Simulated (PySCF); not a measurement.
Molecule: SMILES CC(C)(C)/C=C\[Si](F)(F)F. Atoms near the plane z = 0.6 Å, at the GFN2-xTB optimised geometry (x, y, z in Å): C6 (-0.9, -1.0, 1.2), Si7 (0.0, 0.1, 0.0), F8 (1.6, 0.1, 0.0), F9 (-0.3, 1.6, 0.0), H21 (-1.6, -1.6, 0.8).

Level of theory: PBE/def2-SVP run with PySCF. The values are rescaled to run from 0 to 1.

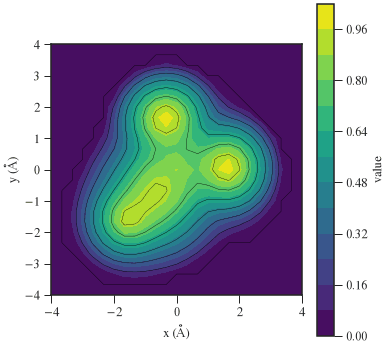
Figure. a field on the plane z = 0.6 Å.

**Question.** Which quantity is mapped?
A) log10 of the electron density
B) electron localisation function
C) deformation density (molecule minus spherical neutral atoms)
D) an orbital amplitude

**Answer.** A, log10 of the electron density. In full: log10 of the electron density (e/bohr³), floored at −4.
